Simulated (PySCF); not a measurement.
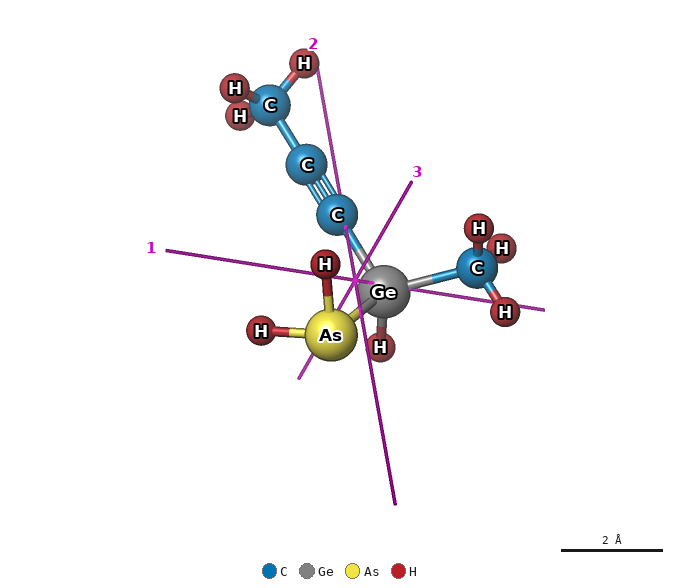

The three principal axes of inertia are drawn and numbered. Atoms fade into the background with distance from the viewer. The geometry was computed by an optimisation with PBE0-D3(BJ)/def2-SVP. No frequency run is at hand to confirm it as a minimum. Masses are those of the most abundant isotopes; constants are for the rigid equilibrium geometry.

> Which line is the a axis (least moment of inertia), which b and which c?

a is line 2, b is line 1, c is line 3; the moments are 248, 652, 836 u Å².

> What kind of rotor is it, and what are its rotational constants in MHz?

An asymmetric top (C1): A = 2036, B = 775, C = 604 MHz. Ray's parameter κ is −0.76, nearer the prolate limit.
